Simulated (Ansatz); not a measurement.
Electronic density of states of amorphous Ti10Al12O38, density 3.11 g/cm³, on a 2×2×2 Γ-centred mesh with a Gaussian width of 0.1 eV; energies count from the Fermi level, whose place inside the gap is arbitrary. Cell and mesh are small, so fine structure isn't converged. All values below come from PBE, scalar-relativistic without spin-orbit coupling (plane waves to 420 eV, PAW; Ansatz, a program for electronic structure). Sampling: a 2×2×2 Γ-centred mesh; Fermi-Dirac width 0.02 eV; no spin polarisation. At PBE the levels at the filled edge of the gap are localised (band-tail or defect states), and the nearest spread-out levels lie 3.1 eV apart at the zone centre.

It comes from a melt-quench run on a machine-learned potential (CHGNet), relaxed afterwards by DFT. O atoms were pushed apart under 1.9 Å during the dynamics, to hinder bonds among them. The hot cell started wider than the set density and was brought back towards it in steps. It is the lowest in DFT energy of 2 quenches. It is a model cell: composition and starting density were chosen by hand, and all elements were melted together. No dispersion term was used. A short ab initio anneal came between quench and relaxation. Its density started from a set value of 3.11 and ended at 3.11 g/cm³. The simulated quench (nominally 280 K/ps over its main leg) is rapid and tends to freeze in more defects than a deposited or slowly cooled glass has. A cell of this size samples the disorder only roughly. The volume was held where the preparation left it, at a PBE pressure of 0.1 GPa. Stress components on the final sampling reach 2.6 GPa.

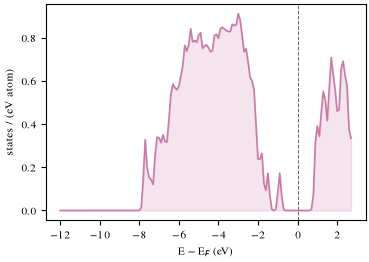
*Density of states per atom*

The level gap on this mesh is 1.79 eV; the broadening fills part of it in the curve.
